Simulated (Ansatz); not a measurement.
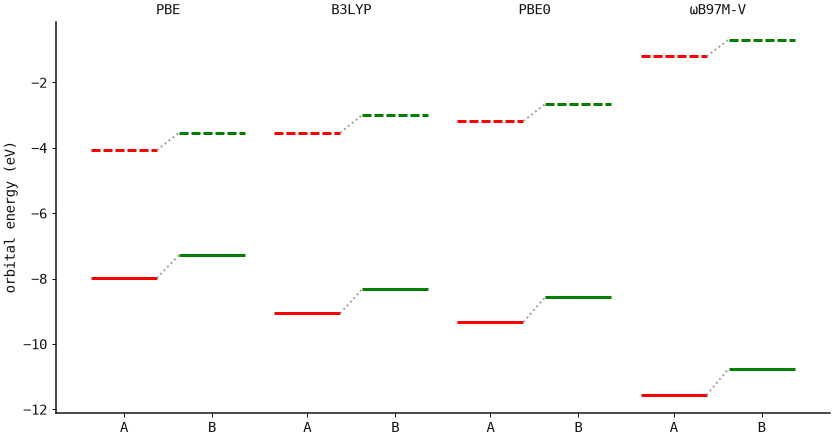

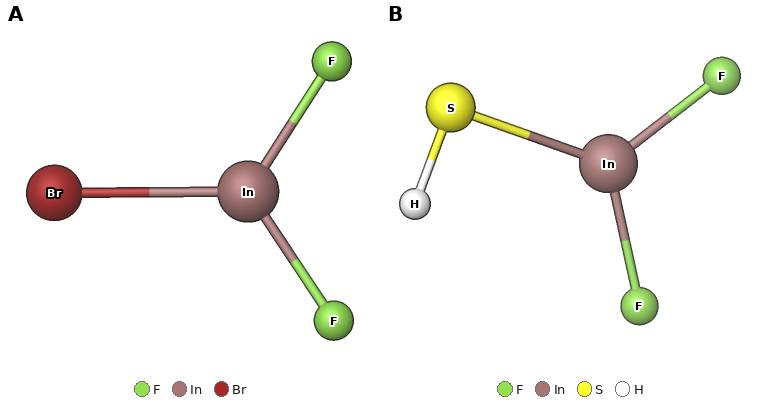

One change: A, InBrF₂ (SMILES [F][In]([F])[Br]), becomes B, InHSF₂ (SMILES [F][In]([F])[SH]). Br on In is replaced by SH. HOMO (solid) and LUMO (dashed) computed in def2-TZVPP at PBE0-D4/def2-TZVP geometries, both minima by their frequencies, gas phase, the Ansatz code.

What does the change do to HOMO and LUMO?

PBE: the HOMO rises by 0.70 eV, the LUMO rises by 0.52 eV, and the separation goes from 3.91 to 3.74 eV. B3LYP: the HOMO rises by 0.74 eV, the LUMO rises by 0.54 eV, and the separation goes from 5.53 to 5.32 eV. PBE0: the HOMO rises by 0.77 eV, the LUMO rises by 0.53 eV, and the separation goes from 6.15 to 5.91 eV. ωB97M-V: the HOMO rises by 0.81 eV, the LUMO rises by 0.50 eV, and the separation goes from 10.36 to 10.06 eV.

Do the functionals agree on the effect?

They agree on the direction for both levels; the HOMO shift lies between 0.70 and 0.81 eV and the LUMO shift between 0.50 and 0.54 eV, while the separations themselves differ by up to 6.4 eV between functionals.

Note: core potentials past krypton; spin-orbit coupling is left out, and with In it can shift these values.
